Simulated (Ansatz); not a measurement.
# Sn wire along [100], 45 atoms a period, H-terminated: bands by functional, part 2 of 2

Wanted: the relaxed geometry and the bands of the Sn wire along [100], 45 atoms a period, H-terminated.

Ansatz 0.2.0; DFT PBE, plane waves, PAW; relaxation of a wire's period; PAW set soft_1 (the session's first sound run).

So far. Step 2 (The relaxed wire): The cell's length comes to 6.644 Å with spin left out.

## (3) Bands of the perfect wire

This step: DFT PBE, plane waves, PAW; bands of a perfect wire; PAW set soft_1 (Ansatz 0.2.0).

At the relaxed period the bands are computed along the axis; those that cross an energy going forward count the channels that a perfect wire would open there.

Input file input.yaml:

```yaml
crystal:
  lattice:
    - [25.446, 0.0, 0.0]
    - [0.0, 25.446, 0.0]
    - [0.0, 0.0, 6.6444898309]
  atoms:
    - { symbol: Sn, position: [0.239505623, 0.5, 0.0] }
    - { symbol: Sn, position: [0.369520424, 0.369520424, 0.998249279] }
    - { symbol: Sn, position: [0.369520424, 0.630479576, 0.001750721] }
    - { symbol: Sn, position: [0.5, 0.239505623, 0.0] }
    - { symbol: Sn, position: [0.5, 0.5, 0.0] }
    - { symbol: Sn, position: [0.5, 0.760494377, 0.0] }
    - { symbol: Sn, position: [0.630479576, 0.369520424, 0.001750721] }
    - { symbol: Sn, position: [0.630479576, 0.630479576, 0.998249279] }
    - { symbol: Sn, position: [0.760494377, 0.5, 0.0] }
    - { symbol: H, position: [0.143222959, 0.388835857, 0.072445736] }
    - { symbol: H, position: [0.266338786, 0.266338786, 0.106105593] }
    - { symbol: H, position: [0.388835857, 0.143222959, 0.072445736] }
    - { symbol: H, position: [0.611164143, 0.856777041, 0.072445736] }
    - { symbol: H, position: [0.733661214, 0.733661214, 0.106105593] }
    - { symbol: H, position: [0.856777041, 0.611164143, 0.072445736] }
    - { symbol: Sn, position: [0.17616026, 0.431145293, 0.234366016] }
    - { symbol: Sn, position: [0.306041399, 0.306041399, 0.256508864] }
    - { symbol: Sn, position: [0.30454026, 0.564549194, 0.250441719] }
    - { symbol: Sn, position: [0.431145293, 0.17616026, 0.234366016] }
    - { symbol: Sn, position: [0.434678319, 0.434678319, 0.248548743] }
    - { symbol: Sn, position: [0.435450806, 0.69545974, 0.250441719] }
    - { symbol: Sn, position: [0.564549194, 0.30454026, 0.250441719] }
    - { symbol: Sn, position: [0.565321681, 0.565321681, 0.248548743] }
    - { symbol: Sn, position: [0.568854707, 0.82383974, 0.234366016] }
    - { symbol: Sn, position: [0.69545974, 0.435450806, 0.250441719] }
    - { symbol: Sn, position: [0.693958601, 0.693958601, 0.256508864] }
    - { symbol: Sn, position: [0.82383974, 0.568854707, 0.234366016] }
    - { symbol: H, position: [0.201175913, 0.668702138, 0.352894353] }
    - { symbol: H, position: [0.331297862, 0.798824087, 0.352894353] }
    - { symbol: H, position: [0.668702138, 0.201175913, 0.352894353] }
    - { symbol: H, position: [0.798824087, 0.331297862, 0.352894353] }
    - { symbol: H, position: [0.128850546, 0.466175874, 0.366219425] }
    - { symbol: H, position: [0.466175874, 0.128850546, 0.366219425] }
    - { symbol: H, position: [0.533824126, 0.871149454, 0.366219425] }
    - { symbol: H, position: [0.871149454, 0.533824126, 0.366219425] }
    - { symbol: Sn, position: [0.240515914, 0.371215387, 0.496481303] }
    - { symbol: Sn, position: [0.240515914, 0.628784613, 0.503518697] }
    - { symbol: Sn, position: [0.371215387, 0.240515914, 0.496481303] }
    - { symbol: Sn, position: [0.370013165, 0.5, 0.5] }
    - { symbol: Sn, position: [0.371215387, 0.759484086, 0.503518697] }
    - { symbol: Sn, position: [0.5, 0.370013165, 0.5] }
    - { symbol: Sn, position: [0.5, 0.629986835, 0.5] }
    - { symbol: Sn, position: [0.628784613, 0.240515914, 0.503518697] }
    - { symbol: Sn, position: [0.629986835, 0.5, 0.5] }
    - { symbol: Sn, position: [0.628784613, 0.759484086, 0.496481303] }
    - { symbol: Sn, position: [0.759484086, 0.371215387, 0.503518697] }
    - { symbol: Sn, position: [0.759484086, 0.628784613, 0.496481303] }
    - { symbol: H, position: [0.128850546, 0.533824126, 0.633780575] }
    - { symbol: H, position: [0.466175874, 0.871149454, 0.633780575] }
    - { symbol: H, position: [0.533824126, 0.128850546, 0.633780575] }
    - { symbol: H, position: [0.871149454, 0.466175874, 0.633780575] }
    - { symbol: H, position: [0.201175913, 0.331297862, 0.647105647] }
    - { symbol: H, position: [0.331297862, 0.201175913, 0.647105647] }
    - { symbol: H, position: [0.668702138, 0.798824087, 0.647105647] }
    - { symbol: H, position: [0.798824087, 0.668702138, 0.647105647] }
    - { symbol: Sn, position: [0.17616026, 0.568854707, 0.765633984] }
    - { symbol: Sn, position: [0.30454026, 0.435450806, 0.749558281] }
    - { symbol: Sn, position: [0.306041399, 0.693958601, 0.743491136] }
    - { symbol: Sn, position: [0.435450806, 0.30454026, 0.749558281] }
    - { symbol: Sn, position: [0.434678319, 0.565321681, 0.751451257] }
    - { symbol: Sn, position: [0.431145293, 0.82383974, 0.765633984] }
    - { symbol: Sn, position: [0.568854707, 0.17616026, 0.765633984] }
    - { symbol: Sn, position: [0.565321681, 0.434678319, 0.751451257] }
    - { symbol: Sn, position: [0.564549194, 0.69545974, 0.749558281] }
    - { symbol: Sn, position: [0.693958601, 0.306041399, 0.743491136] }
    - { symbol: Sn, position: [0.69545974, 0.564549194, 0.749558281] }
    - { symbol: Sn, position: [0.82383974, 0.431145293, 0.765633984] }
    - { symbol: H, position: [0.143222959, 0.611164143, 0.927554264] }
    - { symbol: H, position: [0.266338786, 0.733661214, 0.893894407] }
    - { symbol: H, position: [0.388835857, 0.856777041, 0.927554264] }
    - { symbol: H, position: [0.611164143, 0.143222959, 0.927554264] }
    - { symbol: H, position: [0.733661214, 0.266338786, 0.893894407] }
    - { symbol: H, position: [0.856777041, 0.388835857, 0.927554264] }
kpoints:
  mp_grid: { grid: [1, 1, 13] }
  band_path: { path: ["Γ", Z], npoints: 90 }
scf:
  occupations: { method: fermi_dirac, width: 0.05 }
hamiltonian:
  xc: pbe
  pseudopotentials: { kind: paw, azcp: { folder: soft_1 } }
output:
  dos: { e_range: [-5, 4] }
  write_potential: true
  write_density: true
  volumetric_format: npy
```

Started as:

```console
> ansatz run input.yaml --threads 16 --pin off --max-ram 61440MiB --backend cuda --events-out ev --progress --plain --runs-dir out --max-vram 78GiB
```

Numbers of over 12 decimals in the logs are rounded to 6 here.

The log of the run:

```text
[...]
Crystal: 73 atoms, lattice volume = 4302.300 Å³
Basis set: ecut = 420 eV, 83927 PW (Γ)
Bands: 402, of which v1, the nominal top of the filled ones, is band 329 counted from 1 (328 counted from 0)
Symmetry: 8 space group operations
[...]
k-points: 7 of 13
[...]
SCF iter   1: F=—  HF=-271533.411801 eV  |F-HF|=—  |Δ(HF+E_count)|=         —  Δρ=2.62e-2  dr2=3.15e1  ethr=3.10e-3  ⟨swp⟩=6.4  Hψ=12393  notcnv=0  defer=141
[...]
SCF iter   6: F=—  HF=-271525.217685 eV  |F-HF|=—  |Δ(HF+E_count)|=   1.42e-2  Δρ=4.40e-4  dr2=6.78e-3  ethr=9.28e-6  ⟨swp⟩=2.0  Hψ=3143  notcnv=0  defer=395
[...]
SCF iter  11: F=—  HF=-271525.220707 eV  |F-HF|=—  |Δ(HF+E_count)|=   7.46e-7  Δρ=1.72e-6  dr2=3.54e-7  ethr=2.95e-10  ⟨swp⟩=3.0  Hψ=5441  notcnv=0  defer=395
[...]
SCF iter  13: F=-271525.220707 eV  HF=-271525.220707 eV  |F-HF|=9.78e-9  |Δ(HF+E_count)|=    0.00e0  Δρ=4.25e-7  dr2=1.87e-8  ethr=1.52e-11  ⟨swp⟩=2.0  Hψ=5145  notcnv=0
SCF 1 converged in 13 iterations: F = -271525.220707 eV  dr2 = 1.87e-8
[...]
NSCF: frozen V_eff on 91 k-points
[...]
SCF converged after 13 iterations
[...]
```

Run time: 49 s. Hardware: 1 × NVIDIA GB200 with 16 threads of Arm Neoverse V2, shared host; peak memory 5.6 GiB.

Reading the cycles: dr2 is the Hartree energy of the density residual (eV), the measure of convergence; HF is the Harris–Foulkes estimate of the energy, which meets the free energy F at convergence.

This step gave:

```
band gap on the path through both edges : 0.9727 eV
```

The electronic bands at the labelled points (eV, zero at the Fermi level; v1 is the highest filled band, c1 the lowest empty one):

| point | v4 | v3 | v2 | v1 | c1 | c2 | c3 | c4 |
| --- | --- | --- | --- | --- | --- | --- | --- | --- |
| Γ | -0.70 | -0.70 | -0.63 | -0.50 | 0.47 | 1.25 | 1.27 | 1.30 |
| Z | -1.18 | -1.18 | -1.17 | -1.01 | 0.73 | 0.73 | 0.73 | 0.80 |

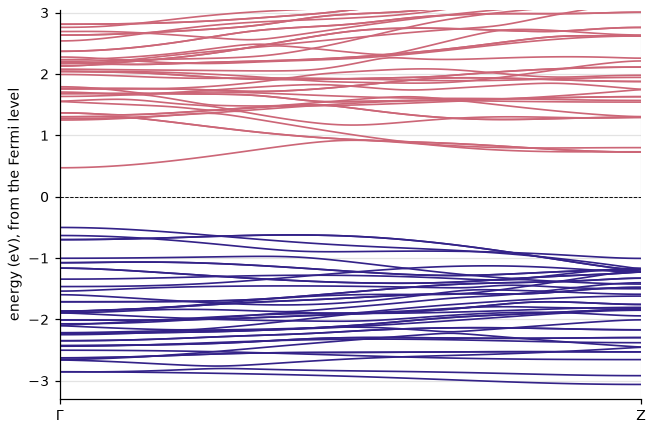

Electronic bands along the path; lines of filled and empty bands in two colours.

The gap is 0.973 eV, with spin left out.

The path shows a direct gap of 0.97 eV (valence top at Γ, conduction bottom at Γ).

## (4) Levels at the same atoms, cutoff 500 eV, k-mesh 1×1×10

This step: DFT r2SCAN, plane waves, PAW; bands of a perfect wire at the PBE geometry; PAW set soft_1 (Ansatz 0.2.0).

The atoms stay at the PBE geometry and the functional changes. r2SCAN also reads the kinetic-energy density; it often gives larger moments and wider gaps than PBE, at a higher cost. Against the first PBE run of this kind, the cutoff is 500 eV against 420 and the mesh along the wire has 10 points against 13.

Edit input.yaml of step 3 so:

```diff
@@ -80,3 +80,3 @@
 kpoints:
-  mp_grid: { grid: [1, 1, 13] }
+  mp_grid: { grid: [1, 1, 10] }
   band_path: { path: ["Γ", Z], npoints: 90 }
@@ -85,8 +85,3 @@
 hamiltonian:
-  xc: pbe
+  xc: r2scan
   pseudopotentials: { kind: paw, azcp: { folder: soft_1 } }
-output:
-  dos: { e_range: [-5, 4] }
-  write_potential: true
-  write_density: true
-  volumetric_format: npy
```

The log of the run:

```text
[...]
Crystal: 73 atoms, lattice volume = 4302.300 Å³
Basis set: ecut = 500 eV, 109169 PW (Γ), exchange–correlation on 768×768×200 points (64 copies of the dense FFT grid, shifted against one another)
Bands: 402, of which v1, the nominal top of the filled ones, is band 329 counted from 1 (328 counted from 0)
Symmetry: 8 space group operations
[...]
k-points: 6 of 10
[...]
SCF iter   1: F=—  HF=-272179.442027 eV  |F-HF|=—  |Δ(HF+E_count)|=         —  Δρ=2.51e-2  dr2=2.83e1  dr2_τ=2.28e-1  ethr=3.10e-3  ⟨swp⟩=6.3  Hψ=9323  notcnv=0  defer=138
[...]
SCF iter   6: F=—  HF=-272175.383984 eV  |F-HF|=—  |Δ(HF+E_count)|=   2.71e-2  Δρ=2.66e-4  dr2=3.01e-3  dr2_τ=7.14e-5  ethr=4.32e-6  ⟨swp⟩=2.0  Hψ=2938  notcnv=0  defer=364
[...]
SCF iter  10: F=—  HF=-272175.396231 eV  |F-HF|=—  |Δ(HF+E_count)|=   1.08e-5  Δρ=3.30e-6  dr2=7.44e-7  dr2_τ=1.12e-8  ethr=1.87e-9  ⟨swp⟩=2.0  Hψ=2655  notcnv=0  defer=364
[...]
SCF iter  12: F=-272175.396234 eV  HF=-272175.396234 eV  |F-HF|=2.18e-8  |Δ(HF+E_count)|=   2.85e-7  Δρ=3.06e-7  dr2=8.16e-9  dr2_τ=1.03e-10  ethr=1.52e-11  ⟨swp⟩=16.5  Hψ=10591  notcnv=0
SCF 1 converged in 12 iterations: F = -272175.396234 eV  dr2 = 8.16e-9
[...]
the band table was solved once the SCF had ended and its energy, with any forces and stress, was formed, with the checks that follow a solve (11136 applications of the Hamiltonian). They found nothing against the state; the energy, forces and stress were not computed again (output.eigenvalues in the input reference)
[...]
SCF converged after 12 iterations
[...]
```

Elapsed: 66 s, on 1 × NVIDIA GB200 with 16 threads; peak memory 6.8 GiB; 6.3 min of CPU time.

Numbers from this step:

```yaml
band_gap_on_the_path_through_both_edges: 1.266 eV
```

Electronic bands along the path, in eV, zero at the Fermi level; v1 is the highest filled band, c1 the lowest empty one:

| point | v4 | v3 | v2 | v1 | c1 | c2 | c3 | c4 |
| --- | --- | --- | --- | --- | --- | --- | --- | --- |
| Γ | -0.84 | -0.84 | -0.79 | -0.64 | 0.62 | 1.30 | 1.33 | 1.37 |
| Z | -1.36 | -1.36 | -1.35 | -1.18 | 0.83 | 0.83 | 0.83 | 0.91 |

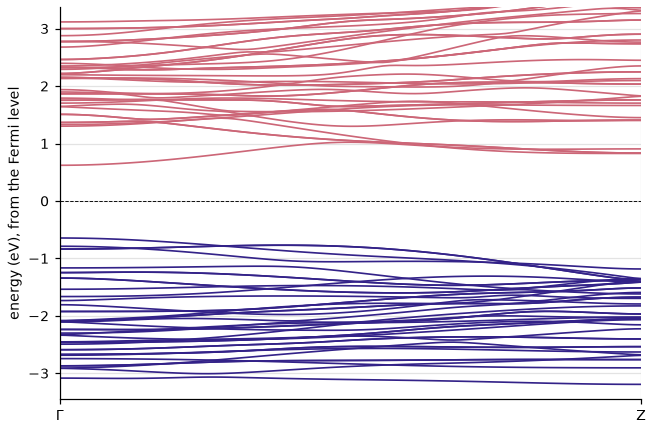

Electronic bands along the path; lines of filled and empty bands in two colours.

The gap is 1.27 eV, against 0.973 eV under PBE at the relaxed period.

## (5) Outcome

* cell length, PBE: 6.644 Å
* gap, PBE: 0.973 eV
* gap, r2SCAN: 1.27 eV

Under PBE the cell's length is 6.64 Å, and a gap of 0.97 eV makes it a semiconductor. At the relaxed period the wire is gapped under every functional, from 0.97 eV (PBE) to 1.27 eV (r2SCAN). Weak screening in one dimension makes quasiparticle gaps larger than the semilocal gaps, as a rule.

[Logs are printed without paths, hosts, clocks, repeated set-up lines and the standing remarks that a program may print on its own settings, such as how far it seeks lower states.]

[Hosts, paths, dates, database ids (printed as entryN), source tags and the programs' standing remarks are cut or masked in the printed files.]
